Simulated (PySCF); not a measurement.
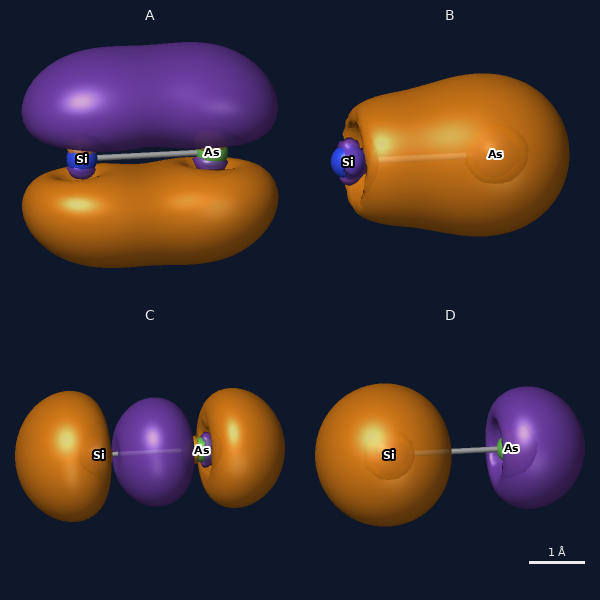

*SiAs (charge +1, triplet). Four frontier β-spin orbitals, each drawn at the value that holds 80 % of its norm (orange and purple are the two phases), in no order; of a degenerate pair one member is drawn.*

All numbers below come from PBE0/def2-TZVPPD, non-relativistic Hamiltonian with scalar-relativistic core potentials where named, at a bond length of 2.328 Å (PySCF).

**Label each orbital by symmetry, say whether it is occupied, and order them by energy.**

Orbital B: σ, occupied in this spin, −22.25 eV; mainly on As (70 %).
Orbital D: σ, occupied in this spin, −17.73 eV; shared between the atoms (Si 65 %, As 35 %).
Orbital C: σ, occupied in this spin, −13.01 eV; shared between the atoms (Si 50 %, As 50 %).
Orbital A: π, empty in this spin, −10.37 eV; bonding, with no node between the atoms.
